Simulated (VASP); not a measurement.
Data:

```xyz
2
Lattice="-2.3886 2.3886 1.3356 2.3886 -2.3886 1.3356 2.3886 2.3886 -1.3356" Properties=species:S:1:pos:R:3 pbc="T T T"
Si     2.3886     0.0000     0.6678
Si     0.0000     0.0000     1.3356
```

These are r2SCAN meta-GGA, VASP's PBE PAW potentials (set 64) (plane waves; VASP) values and carry that method's errors. Settings: 400 eV cut-off, 17×17×17 Γ-centred mesh, tetrahedra with Blöchl corrections, potentials Si.

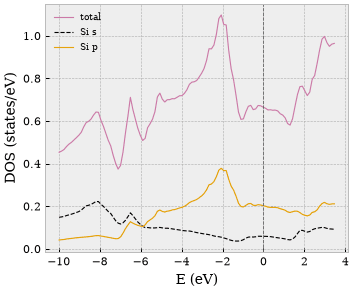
Fig. 1. Total and projected density of states, zero at the Fermi level

Within 2 eV below the Fermi level the largest weight inside VASP's projection spheres is Si p.

It has no gap at this level: it comes out as a metal or semimetal.

The structure comes from a computed database's Si entry (I4_1/amd); how it stands against other phases isn't given here. It was relaxed first.
